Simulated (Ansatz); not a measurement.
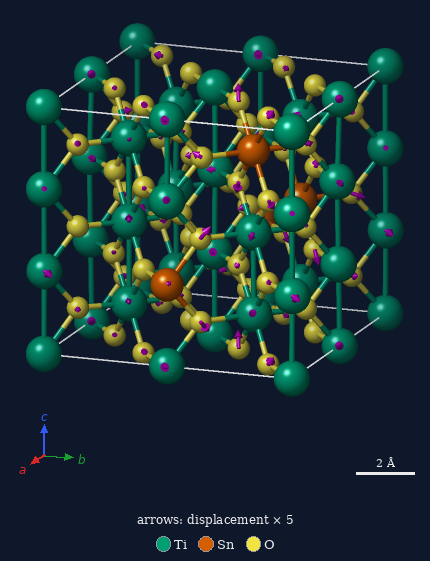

A relaxation of solid Ti$_{21}$Sn$_{3}$O$_{48}$ (a generated structure, set up in P1). The starting structure is drawn; purple arrows show the displacements (the part carried along by the change of the cell is left out), magnified 5 times.

A ball-and-stick model of the cell of the calculation, seen slightly off an axis.

All numbers below come from DFT, PBEsol, PAW, plane waves (Ansatz 0.2.0). Set-up: plane-wave cutoff 420 eV; k-point mesh 1 × 1 × 1; mesh shifted by (0.5, 0.5, 0.5); no spin polarisation; cell relaxed at fixed alpha, beta, gamma; force threshold 0.03 eV/Å; at most 80 steps.

Question: Atoms of which element are displaced furthest, and by how much?

Answer: Oxygen: up to 0.13 Å, against 0.10 Å for titanium.

Question: What did the optimiser do to the structure, and how much energy did it gain?

Answer: The energy falls by 2.326 eV per cell of the calculation in 10 geometry steps. Largest force component: 2.7 eV/Å at the start, 0.014 eV/Å at the end. The pressure goes from 1.61 to 0.03 GPa. An O atom moves most relative to the cell: 0.13 Å roughly along [−2 −1 3]. Largest moves by element: O 0.13 Å, Ti 0.10 Å, Sn 0.04 Å. The drawn cell changes as follows: a 9.225 → 9.250 Å (+0.3 %), b 9.225 → 9.257 Å (+0.3 %), c 8.915 → 8.891 Å (−0.3 %); the volume changes by +0.3 %. Among the contacts that change: O–Sn 1.927 → 2.055 Å, Ti–Ti 2.964 → 2.842 Å, O–Ti 2.038 → 1.918 Å, O–Ti 2.071 → 1.954 Å. Among the angles between lasting bonds that change: Ti–O–Ti 129.9° → 138.0°, Ti–O–Ti 128.4° → 135.2°, Ti–O–Ti 131.9° → 138.5°. The space group stays P1 (No. 1). Cost: 68 s on 7 threads of Arm Neoverse-V2, peak memory 1.9 GiB.
